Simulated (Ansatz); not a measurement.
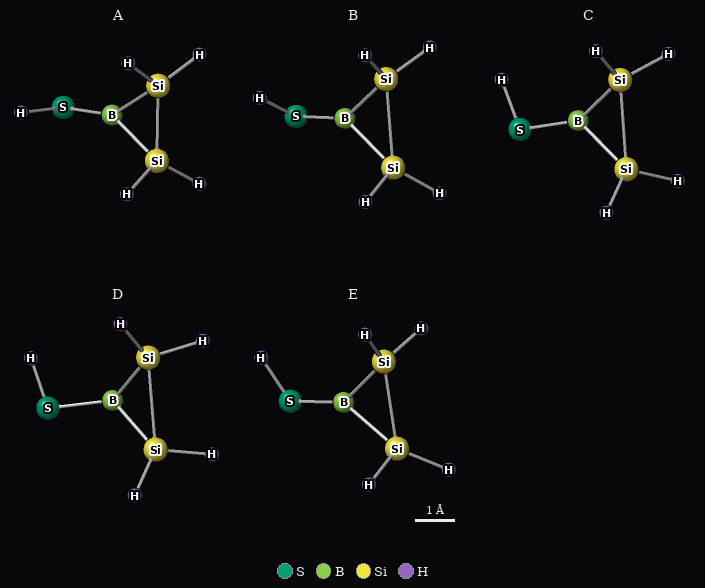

5 geometries from one relaxation of BSi₂H₅S (coarse preliminary run), in shuffled order. Style: ball-and-stick. Shown at a tilt.

The start comes from a force field.

All numbers below come from RKS PBE-D4/def2-SVP (Ansatz 0.2.0). Set-up: force threshold 0.03 eV/Å; at most 200 steps.

Q: Order the frames from highest to lowest energy.

A: A, B, E, C, D. They are steps 0, 3, 6, 12, 20, at +233.9 kJ/mol, +73.2 kJ/mol, +21.0 kJ/mol, +5.89 kJ/mol relative to the last. The atom that moves furthest after the best rigid fit is the S atom (0.96 Å). Largest moves by element: S 0.96 Å, H 0.91 Å, Si 0.38 Å, B 0.19 Å. Among the contacts that change: Si–Si 1.985 → 2.416 Å, H–Si 1.440 → 1.505 Å, B–Si 2.025 → 1.960 Å, B–S 1.820 → 1.775 Å. Bond angles that change, for instance: S–B–Si 149.1° → 128.0°, Si–Si–H 118.6° → 100.8°, Si–Si–H 117.7° → 101.0°. The energy falls by 233.9 kJ/mol in 19 accepted moves (20 points after the start). The largest force component goes from 5.2 to 0.01 eV/Å. The line search rejected the trial step at point 9 of the run. Cost: 35 s on 2 threads of Arm Neoverse V2, with other jobs on the host.
